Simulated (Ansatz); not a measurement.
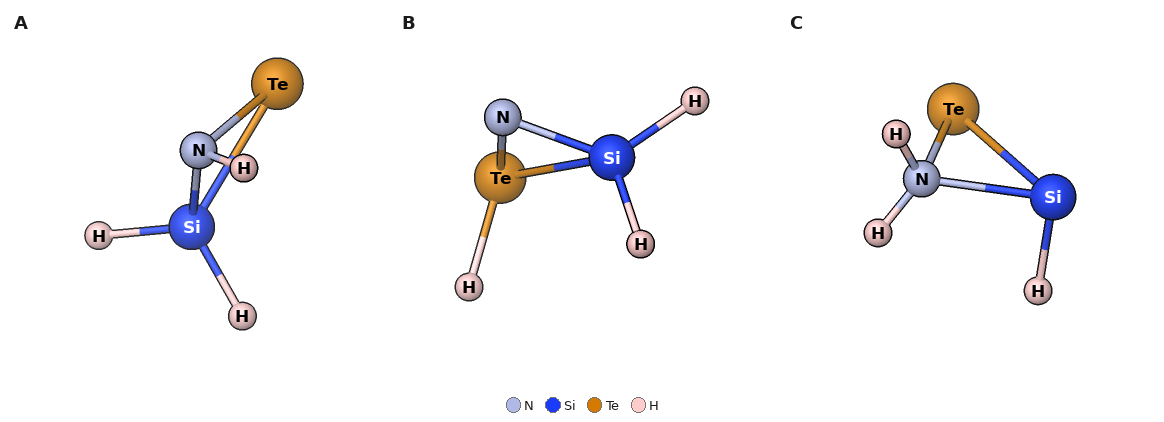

3 stationary structures of one formula. Geometries: PBE0-D4/def2-TZVP. Electronic energies: PBE0-D4/def2-TZVPP (Ansatz 0.2.0), without zero-point energy. No frequency run is at hand to confirm each as a minimum.

Which is lowest in energy, and by how much?

Answer. A is lowest (C1); C lies 19.8 kJ/mol above it (C1), B lies 171.4 kJ/mol above it (C1).
